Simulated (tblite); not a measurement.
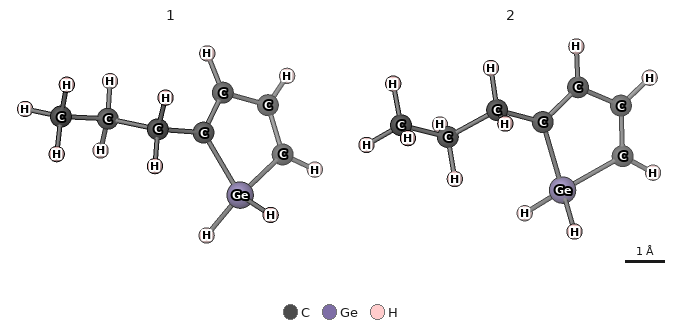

Two geometries of C7H12Ge, drawn at one scale. One is the start of a relaxation, the other its converged end. Style: ball-and-stick. Shown at a tilt.

These are results of GFN2-xTB geometry optimisation, gas phase (tblite 0.8.0), not measurements. 

Question: Which one is relaxed?

Answer: Structure 2 is the relaxed one. The largest moves after the best rigid fit, 1.20 Å, are those of H atoms. Largest moves by element: H 1.20 Å, Ge 0.63 Å, C 0.51 Å. Near-neighbour distances that change, for instance: C–Ge 1.898 → 1.968 Å, C–Ge 1.903 → 1.949 Å, Ge–H 1.549 → 1.503 Å, C–H 1.122 → 1.093 Å. Among the angles between lasting bonds that change: H–Ge–H 117.1° → 107.0°, Ge–C–H 124.7° → 129.2°, C–C–Ge 111.7° → 107.5°. Groups turn about C–C by about 65°. Over 144 geometry steps the energy falls by 8.00 kcal/mol.
